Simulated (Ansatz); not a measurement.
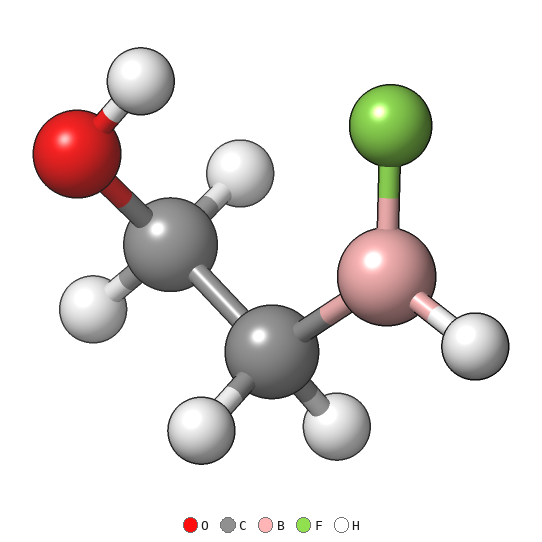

Ball-and-stick drawing of a structure. Every bond is drawn as one stick, whatever its order.

Describe the molecule.

It has 11 atoms: 2 carbon, 6 hydrogen, 1 boron, 1 fluorine and 1 oxygen (C₂H₆BFO). SMILES: `OCCBF`. It has no ring. Among its groups: alcohol, B–H bond. This geometry has C1 symmetry. Coordination: 1 O bent; 2 C tetrahedral; 1 B trigonal planar.

The parts below concern this one geometry. Atoms keep their numbers from picture to picture. The computed structure is the end point of a PBE0-D4/def2-TZVP optimisation. No frequency run is at hand to confirm it as a minimum.

Geometry

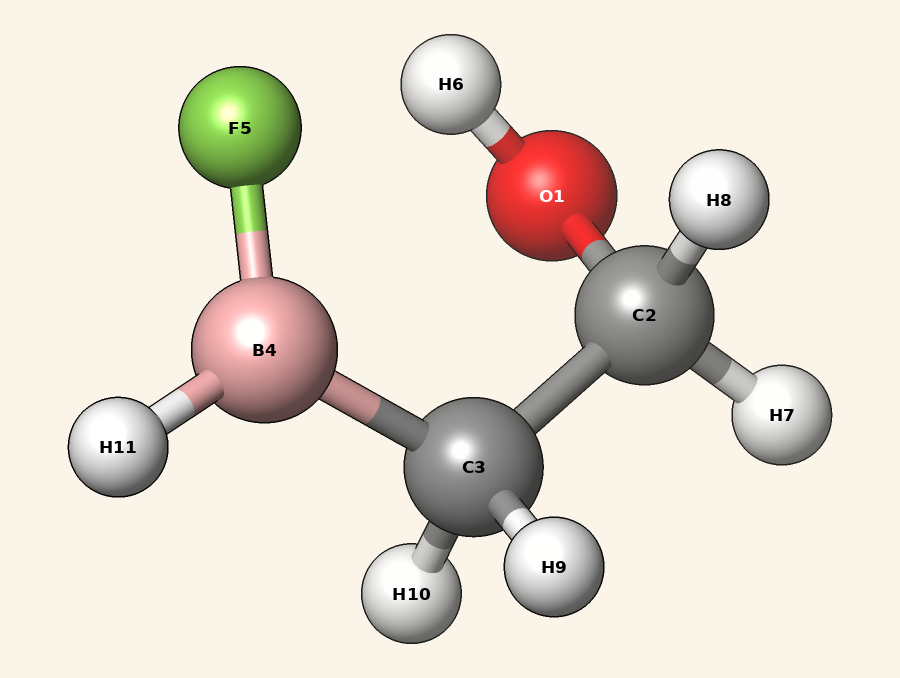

Atoms carry their numbers in the input. No frequency run is at hand to confirm it as a minimum.

Which atoms are bonded, and how long are the bonds?

| bond | length (Å) | order |
| --- | --- | --- |
| O1–C2 | 1.412 | single |
| O1–H6 | 0.961 | single |
| C2–C3 | 1.522 | single |
| C2–H7 | 1.092 | single |
| C2–H8 | 1.098 | single |
| C3–B4 | 1.556 | single |
| C3–H9 | 1.100 | single |
| C3–H10 | 1.100 | single |
| B4–F5 | 1.333 | single |
| B4–H11 | 1.200 | single |

Levels of theory compared

No frequency run is at hand to confirm it as a minimum. Program: Ansatz 0.2.0.

Compare HOMO energy (eV), HOMO–LUMO gap (eV) at these levels: B3LYP-D4/def2-TZVPP; PBE-D4/def2-TZVPP; PBE0-D4/def2-TZVPP; r2SCAN-D4/def2-TZVPP; ωB97M-V/def2-TZVPP; ωB97X-V/def2-TZVPP.

```csv
level,HOMO energy (eV),HOMO–LUMO gap (eV)
B3LYP-D4/def2-TZVPP,−7.67,6.71
PBE-D4/def2-TZVPP,−6.25,4.52
PBE0-D4/def2-TZVPP,−7.91,7.23
r2SCAN-D4/def2-TZVPP,−6.60,5.29
ωB97M-V/def2-TZVPP,−10.35,11.62
ωB97X-V/def2-TZVPP,−10.42,11.96
```

Charges

The questions are on Mulliken charges. No frequency run is at hand to confirm it as a minimum. Method: RKS r2SCAN-D4/def2-TZVPP (Ansatz 0.2.0).

Give the Mulliken charges atom by atom.

```
atom  value (e)
  O1      −0.38
  C2       0.14
  C3      −0.11
  B4       0.28
  F5      −0.27
  H6       0.20
  H7       0.04
  H8       0.04
  H9       0.04
 H10       0.06
 H11      −0.03
```

Dipole moment

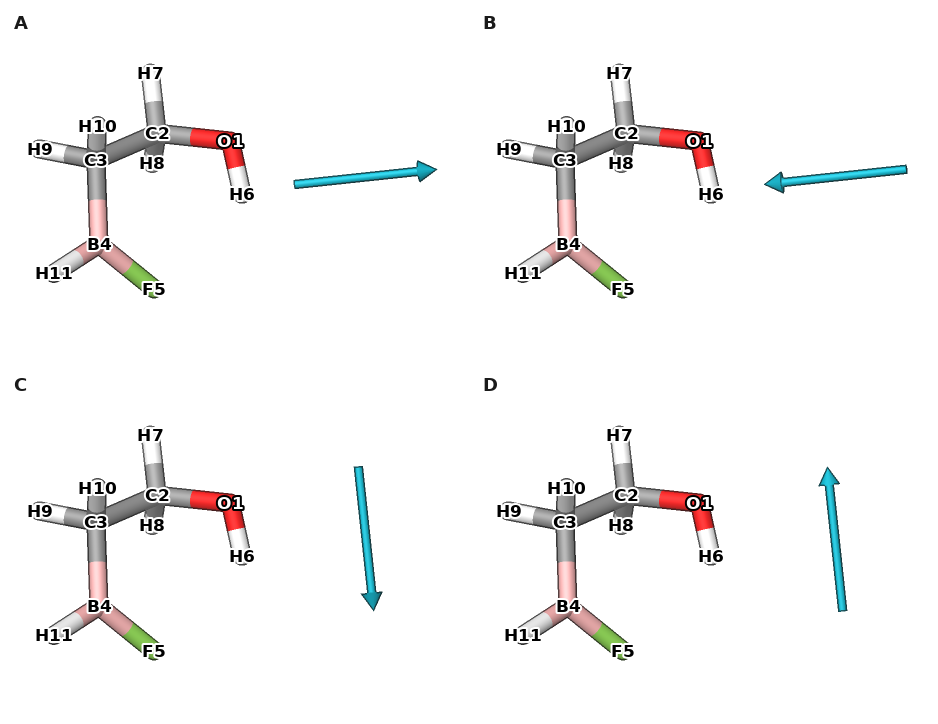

The same molecule four times, each with an arrow. No frequency run is at hand to confirm it as a minimum. Properties computed with RKS PBE-D4/def2-TZVPP (Ansatz 0.2.0).

Which arrow points along the dipole moment, from the negative to the positive end?

Answer. B. The dipole moment is 1.52 D; it points from the side of O1, H6 to the side of H9 (the outermost atoms at the two ends).

Mulliken values depend strongly on the basis set and can even reverse the polarity of a bond.
